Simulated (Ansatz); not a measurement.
# NaLiZnO2: complex band structure, part 2 of 3

Wanted: the relaxed cell of NaLiZnO2, its band edges and its decay constants. It is built by putting O for S in the NaLiZnS2 structure of space group P3m1, with the volume rescaled by atomic radii. The parent structure comes from the Materials Project.

Ansatz 0.2.0; PBE DFT, plane waves, PAW files (the session's first sound run).

So far. Step 2 (Relaxing the new crystal): The largest force component on a free atom ends at 0.0029 eV/Å.

The structure was built from a prototype and need not be the compound's stable phase.

### Step 3. The bulk crystal and its band edges

The energy window and the wavevectors of the next steps follow from the band edges, so these are searched first, off the mesh as well.

Input file input.yaml:

```yaml
crystal:
  lattice:
    - [3.3145372529, 0.0, 0.0]
    - [-1.6572686264, 2.8704734628, 0.0]
    - [0.0, 0.0, 5.8930808146]
  atoms:
    - { symbol: Na, position: [0.0, 0.0, 0.0220079424] }
    - { symbol: Li, position: [0.3333333333, 0.6666666667, 0.3328224198] }
    - { symbol: Zn, position: [0.6666666667, 0.3333333333, 0.620487459] }
    - { symbol: O, position: [0.3333333333, 0.6666666667, 0.7399885369] }
    - { symbol: O, position: [0.6666666667, 0.3333333333, 0.2846936419] }
kpoints:
  mp_grid: { grid: [8, 8, 4] }
  band_path: { path: [VBM, CBM], npoints: 30 }
scf:
  occupations: { method: fixed }
hamiltonian:
  xc: pbe
output:
  eigenvalues: true
  write_potential: true
  write_density: true
  volumetric_format: npy
  elf: true
```

Launch:

```console
ansatz run input.yaml --threads 2 --pin off --max-ram 4096MiB --backend cpu --events-out ev --progress --plain --runs-dir out
```

Numbers of over 12 decimals in the logs are rounded to 6 here.

The program printed:

```text
[...]
Crystal: 5 atoms, lattice volume = 56.068 Å³
Basis set: ecut = 420 eV, 1111 PW (Γ)
Bands: 23, of which v1, the nominal top of the filled ones, is band 18 counted from 1 (17 counted from 0)
Symmetry: 6 space group operations
[...]
k-points: 35 of 256 (time reversal used)
[...]
SCF iter   1: F=—  HF=-6147.777537 eV  |F-HF|=—  |Δ(HF+E_count)|=         —  Δρ=2.72e-3  dr2=8.68e-3  ethr=1.77e-3  ⟨swp⟩=4.9  Hψ=3312  notcnv=0  defer=103
[...]
SCF iter   8: F=-6147.775105 eV  HF=-6147.775105 eV  |F-HF|=1.44e-9  |Δ(HF+E_count)|=   3.49e-8  Δρ=3.90e-6  dr2=8.84e-9  ethr=2.78e-10  ⟨swp⟩=2.3  Hψ=1602  notcnv=0
SCF 1 converged in 8 iterations: F = -6147.775105 eV  dr2 = 8.84e-9
[...]
NSCF: frozen V_eff on 34 k-points
[...]
SCF converged after 8 iterations
Free energy (F): -6147.775105 eV
[...]
Internal energy: -6147.775105 eV  (E = F + TS)
E sigma→0 (E₀):  -6147.775105 eV
Fermi energy:    5.106093 eV
[...]
--- Band table (eV; the first three rows and the last of 35) ---
  k-point 0: bands = [... 14 lower, 4.5015, 4.9474, 5.1061, 5.1061, 6.7092, 12.0888, 12.8846, 17.3883, ... 1 higher]
  k-point 1: bands = [... 14 lower, 4.5288, 4.5288, 5.0786, 5.0786, 7.3645, 11.1939, 13.6089, 16.7251, ... 1 higher]
  k-point 2: bands = [... 14 lower, 4.5592, 4.5592, 5.0483, 5.0483, 8.0096, 10.4792, 14.0993, 16.1516, ... 1 higher]
  k-point 34: bands = [... 14 lower, 3.3904, 3.7098, 4.2156, 4.4646, 11.8081, 12.3949, 13.0851, 13.2307, ... 1 higher]
```

The job ended after 6 s (2 threads of Intel Xeon Platinum 8259CL at 2.50GHz (Skylake/Cascade Lake), shared host; peak memory 0.41 GiB).

The column dr2 measures how far the density is from self-consistency, as an energy; F and HF (Harris–Foulkes) agree once it is small.

Numbers from this step:

- free energy: -6147.7751 eV
- Fermi energy: 5.106 eV
- gap on the k-mesh: 1.603 eV
- gap on path: 1.603 eV, by band count; negative where bands overlap
- direct gap on path: 1.603 eV
- edge places on path: 0, 0 1/A along the path

Levels at VBM (eV): -5.38, -5.38, -5.04, -4.59, -4.59, -3.96, -0.60, -0.60, -0.16, 0.00, 0.00, 1.60, 6.98, 7.78.

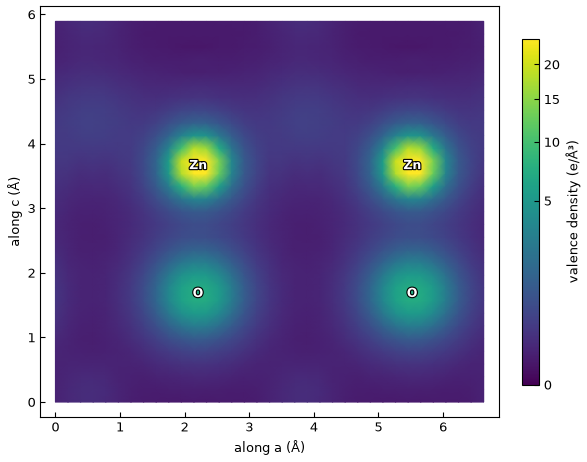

Valence density in the ac plane at fractional y = 0.333, with atoms of Zn and O within 0.2 Å of it. It is the smooth field of the valence electrons, not physical close to the nuclei. The colour scale is stretched toward low values.

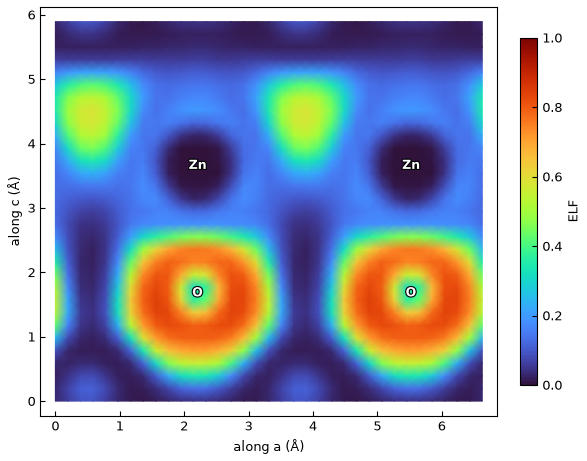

ELF in the ac plane at fractional y = 0.333, with atoms of Zn and O within 0.2 Å of it. It is the smooth field of the valence electrons, not physical close to the nuclei.

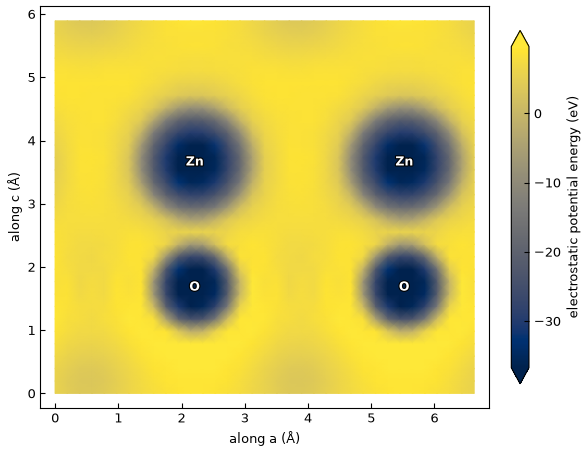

Electrostatic potential energy in the ac plane at fractional y = 0.333, with atoms of Zn and O within 0.2 Å of it. With pseudopotentials it is smooth inside the atoms' cores, unlike the true potential.

The searched edges give 1.60 eV, as on the mesh.

### Step 4. Decaying states in the gap, plane (100), k-mesh 8×4×8

This step: PBE DFT, plane waves, PAW files; complex bands by layer matching along the plane's normal (Ansatz 0.2.0).

The same crystal is laid in a cell whose first two vectors span the (100) plane (indices of the standard conventional cell, whose axes can be ordered otherwise than in the bulk input). At fixed energy and wavevector in the plane the solver finds all kz, real and complex. A few wavevectors are listed, (0, 0) and (0.5, 0) in units of the plane's reciprocal vectors; the slowest state needn't be among them.

Input file input.yaml:

```yaml
crystal:
  lattice:
    - [3.314537253, 0.0, 0.0]
    - [0.0, 5.893080815, 0.0]
    - [1.657268626, 0.0, 2.870473463]
  atoms:
    - { symbol: Na, position: [0.0, 0.0220079424, 0.0] }
    - { symbol: Li, position: [0.3333333333, 0.3328224198, 0.3333333333] }
    - { symbol: Zn, position: [0.6666666667, 0.620487459, 0.6666666667] }
    - { symbol: O, position: [0.3333333333, 0.7399885369, 0.3333333333] }
    - { symbol: O, position: [0.6666666667, 0.2846936419, 0.6666666667] }
kpoints:
  mp_grid: { grid: [8, 4, 8] }
scf:
  occupations: { method: fixed }
hamiltonian:
  xc: pbe
output:
  eigenvalues: true
  transmission:
    leads: [[0, 0]]
    kpoints: [[0.0, 0.0], [0.5, 0.0]]
    e_range: [-1.0, 2.6]
    de: 0.09
```

The program printed:

```text
[...]
Crystal: 5 atoms, lattice volume = 56.068 Å³
Basis set: ecut = 420 eV, 1111 PW (Γ)
Bands: 23, of which v1, the nominal top of the filled ones, is band 18 counted from 1 (17 counted from 0)
Symmetry: 6 space group operations
[...]
k-points: 35 of 256 (time reversal used)
[...]
SCF iter   1: F=—  HF=-6147.777552 eV  |F-HF|=—  |Δ(HF+E_count)|=         —  Δρ=2.72e-3  dr2=8.68e-3  ethr=1.77e-3  ⟨swp⟩=4.9  Hψ=3299  notcnv=0  defer=103
[...]
SCF iter   8: F=-6147.775105 eV  HF=-6147.775105 eV  |F-HF|=3.24e-10  |Δ(HF+E_count)|=   3.70e-8  Δρ=3.92e-6  dr2=9.11e-9  ethr=2.78e-10  ⟨swp⟩=2.1  Hψ=1596  notcnv=0
SCF 1 converged in 8 iterations: F = -6147.775105 eV  dr2 = 9.11e-9
[...]
transmission: 4 of 8 steps passed
transmission: 8 of 8 steps passed
SCF converged after 8 iterations
Free energy (F): -6147.775105 eV
[...]
Internal energy: -6147.775105 eV  (E = F + TS)
E sigma→0 (E₀):  -6147.775105 eV
Fermi energy:    5.106091 eV
[...]
--- Band table (eV; the first three rows and the last of 35) ---
  k-point 0: bands = [... 14 lower, 4.5015, 4.9474, 5.1061, 5.1061, 6.7092, 12.0888, 12.8846, 17.3883, ... 1 higher]
  k-point 1: bands = [... 14 lower, 4.3480, 4.6732, 4.9091, 5.0340, 7.4872, 12.4267, 12.8646, 16.3693, ... 1 higher]
  k-point 2: bands = [... 14 lower, 3.9775, 4.1029, 4.7365, 4.8651, 8.7940, 12.4988, 13.3470, 15.0546, ... 1 higher]
  k-point 34: bands = [... 14 lower, 3.3904, 3.7098, 4.2156, 4.4646, 11.8081, 12.3949, 13.0851, 13.2307, ... 1 higher]
--- Transmission ---
  basis      : 173 plane waves across, 4 finite elements along
  points     : 2, as listed
  energies   : 41 from -1.000000 to 2.600000 eV about the Fermi level, 0.090000 eV apart; the leads are filled to 0.801553 eV, and channels, transmission and decay are at 0.800000 eV
  crystal 0  : Li1O2Zn1Na1, at the sites [0, 0], period 2.8705 Å: whole cells are its period
    offset         : up to 0.0000 Å between an atom of the period and one for which it stands
    channels       : 0.000000e0 a spin
    conductance    : none, the energies end too early or step too widely for 300 K: set another output.transmission.e_range or a lower de, or, where they end at an eighth of basis.ecutwfc, a higher one
    slowest decay  : 0.1743 /Å at (0.0000, 0.0000)
```

Wall time 12 s (2 threads); peak memory 0.54 GiB.

Numbers from this step:

```yaml
level_to_which_the_leads_are_filled: 0.8016 eV from the Fermi level
decay_constant_at_the_filling_level_zone_centre: 0.1743 Å⁻¹
decay_constant_at_the_filling_level_slowest_listed_point: 0.1743 Å⁻¹
```

K parallel (0, 0); values up to 1.5 1/Å, a degenerate pair printed once or twice; energies at which all values exceed this have no row. Table of Im kz of the slowest decaying states by energy, zero at the highest filled level on the SCF mesh:

```csv
energy (eV),decay 1 (Å⁻¹),decay 2 (Å⁻¹),decay 3 (Å⁻¹),decay 4 (Å⁻¹)
-1.000,0.103,0.685,1.06,1.23
-0.460,0.137,0.253,1.06,1.21
-0.010,0.375,0.476,1.03,1.18
0.530,0.169,0.450,0.611,1.07
0.980,0.167,0.511,0.720,1.08
1.520,0.0736,0.560,0.802,1.04
1.970,0.586,0.848,0.979,1.12
2.510,0.603,0.888,0.906,1.13
```

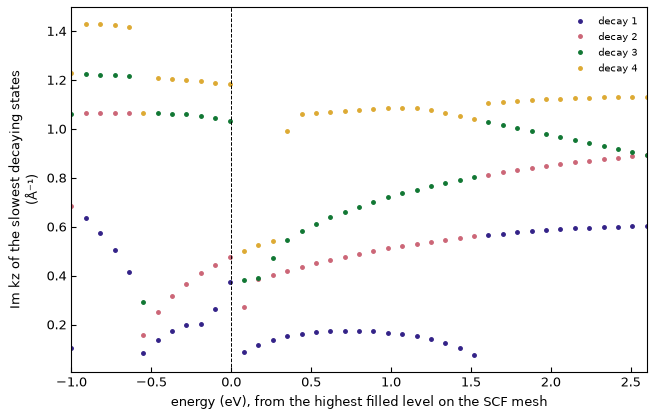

Im kz of the slowest decaying states against energy.

K parallel (0, 0). The Re kz of states that move upwards by energy, zero at the highest filled level on the SCF mesh:

```csv
energy (eV),channel 1 (Å⁻¹),channel 2 (Å⁻¹),channel 3 (Å⁻¹),channel 4 (Å⁻¹)
-1.000,-0.545,-0.461,-0.232,-
-0.460,-0.998,-0.635,-0.286,-
-0.010,-0.0962,-0.0304,-,-
0.530,-,-,-,-
0.980,-,-,-,-
1.520,-,-,-,-
1.970,0.173,-,-,-
2.510,0.302,-,-,-
```

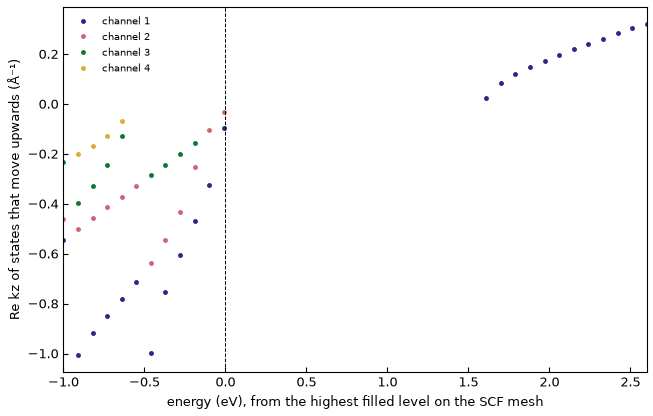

Re kz of states that move upwards against energy.

K parallel (0.5, 0); values up to 1.5 1/Å, a degenerate pair printed once or twice; energies at which all values exceed this have no row. The Im kz of the slowest decaying states by energy, zero at the highest filled level on the SCF mesh:

| energy (eV) | decay 1 (Å⁻¹) | decay 2 (Å⁻¹) | decay 3 (Å⁻¹) | decay 4 (Å⁻¹) |
| --- | --- | --- | --- | --- |
| -1.0000 | 0.156 | 0.265 | 0.486 | 1.37 |
| -0.7300 | 0.222 | 0.530 | 1.40 | - |
| -0.4600 | 0.0652 | 0.509 | 0.564 | 1.43 |
| -0.2800 | 0.276 | 0.583 | 0.586 | 1.45 |
| -0.0100 | 0.381 | 0.619 | 0.660 | 1.46 |
| 0.2600 | 0.435 | 0.647 | 0.718 | 1.47 |
| 0.5300 | 0.467 | 0.672 | 0.763 | 1.48 |
| 0.7100 | 0.482 | 0.686 | 0.789 | 1.49 |
| 0.9800 | 0.498 | 0.702 | 0.823 | 1.49 |
| 1.2500 | 0.508 | 0.715 | 0.852 | 1.49 |
| 1.5200 | 0.515 | 0.725 | 0.878 | 1.48 |
| 1.7900 | 0.518 | 0.731 | 0.901 | 1.48 |
| 1.9700 | 0.519 | 0.733 | 0.915 | 1.47 |
| 2.2400 | 0.518 | 0.735 | 0.935 | 1.46 |
| 2.5100 | 0.515 | 0.734 | 0.955 | 1.45 |

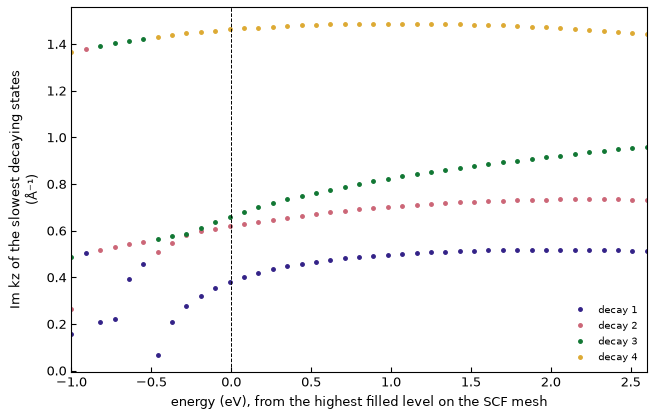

Im kz of the slowest decaying states, plotted against energy.

At the listed wavevectors the last open channel is at -0.01 eV and the next at +1.61 eV on the grid. At +0.80 eV, the grid energy nearest the filling level (the middle of the gap on the SCF mesh), the slowest state at the listed wavevectors decays with κ = 0.174 Å⁻¹, its amplitude falling by e over 5.7 Å. Through 1 nm of this crystal that state's transmission falls by exp(−2 × 0.174 Å⁻¹ × 10 Å) = 0.031.

### Step 5. Decay over the two-dimensional zone

The listed points could miss the slowest state, so one energy near mid-gap is solved on a mesh of 10×4.

input.yaml: that of step 4 with these lines changed.

```diff
@@ -19,6 +19,2 @@
   eigenvalues: true
-  transmission:
-    leads: [[0, 0]]
-    kpoints: [[0.0, 0.0], [0.5, 0.0]]
-    e_range: [-1.0, 2.6]
-    de: 0.09
+  transmission: { leads: [[0, 0]], kmesh: [10, 4], e_range: [0.8, 0.81], de: 0.05 }
```

The program printed:

```text
[...]
Crystal: 5 atoms, lattice volume = 56.068 Å³
Basis set: ecut = 420 eV, 1111 PW (Γ)
Bands: 23, of which v1, the nominal top of the filled ones, is band 18 counted from 1 (17 counted from 0)
Symmetry: 6 space group operations
[...]
k-points: 35 of 256 (time reversal used)
[...]
SCF iter   1: F=—  HF=-6147.777552 eV  |F-HF|=—  |Δ(HF+E_count)|=         —  Δρ=2.72e-3  dr2=8.68e-3  ethr=1.77e-3  ⟨swp⟩=4.9  Hψ=3299  notcnv=0  defer=103
[...]
SCF iter   8: F=-6147.775105 eV  HF=-6147.775105 eV  |F-HF|=3.24e-10  |Δ(HF+E_count)|=   3.70e-8  Δρ=3.92e-6  dr2=9.11e-9  ethr=2.78e-10  ⟨swp⟩=2.1  Hψ=1596  notcnv=0
SCF 1 converged in 8 iterations: F = -6147.775105 eV  dr2 = 9.11e-9
[...]
transmission: 16 of 72 steps passed
transmission: 32 of 72 steps passed
[...]
transmission: 72 of 72 steps passed
SCF converged after 8 iterations
Free energy (F): -6147.775105 eV
[...]
Internal energy: -6147.775105 eV  (E = F + TS)
E sigma→0 (E₀):  -6147.775105 eV
Fermi energy:    5.106091 eV
[...]
--- Band table (eV; the first three rows and the last of 35) ---
  k-point 0: bands = [... 14 lower, 4.5015, 4.9474, 5.1061, 5.1061, 6.7092, 12.0888, 12.8846, 17.3883, ... 1 higher]
  k-point 1: bands = [... 14 lower, 4.3480, 4.6732, 4.9091, 5.0340, 7.4872, 12.4267, 12.8646, 16.3693, ... 1 higher]
  k-point 2: bands = [... 14 lower, 3.9775, 4.1029, 4.7365, 4.8651, 8.7940, 12.4988, 13.3470, 15.0546, ... 1 higher]
  k-point 34: bands = [... 14 lower, 3.3904, 3.7098, 4.2156, 4.4646, 11.8081, 12.3949, 13.0851, 13.2307, ... 1 higher]
--- Transmission ---
  basis      : 173 plane waves across, 4 finite elements along
  points     : 18, standing for a mesh of 10 x 4
  energies   : 1 from 0.800000 to 0.800000 eV about the Fermi level; the leads are filled to 0.801553 eV, and channels, transmission and decay are at 0.800000 eV
[...]
channels       : 0.000000e0 a spin
    conductance    : none, crystal 0 has no channel at the energies, or these end too early or step too widely for 300 K: set another output.transmission.e_range or a lower de, or, where they end at an eighth of basis.ecutwfc, a higher one
    slowest decay  : 0.1743 /Å at (0.0000, 0.0000)
```

Run time: 9.2 s. Hardware: 2 threads; peak memory 0.54 GiB; 18 s of CPU time.

This step gave:

```yaml
least_decay_constant_on_the_mesh: 0.1743 Å⁻¹
```

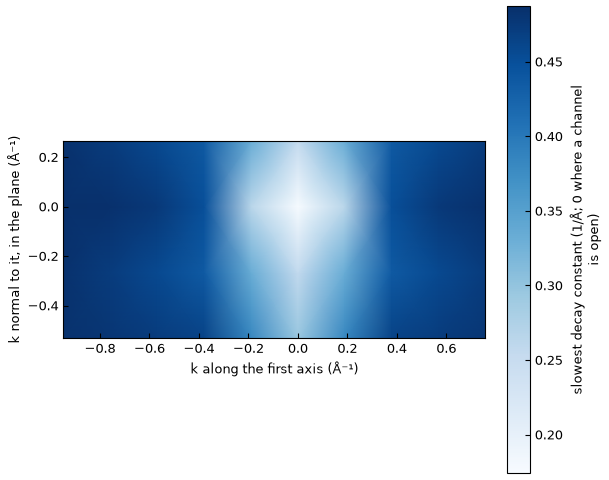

Slowest decay constant (1/Å; 0 where a channel is open) over k1 and k2. At 0.8000 eV from the Fermi level.

The least value on the mesh is 0.174 Å⁻¹ at +0.80 eV. At that energy the listed points give about 0.174 Å⁻¹ by interpolation, so the mesh holds no clearly slower state.

(Continued in part 3 of 3.)

[Logs are printed without paths, hosts, clocks, repeated set-up lines and the standing remarks that a program may print on its own settings, such as how far it seeks lower states.]

[Hosts, paths, dates, database ids (printed as entryN), source tags and the programs' standing remarks are cut or masked in the printed files.]
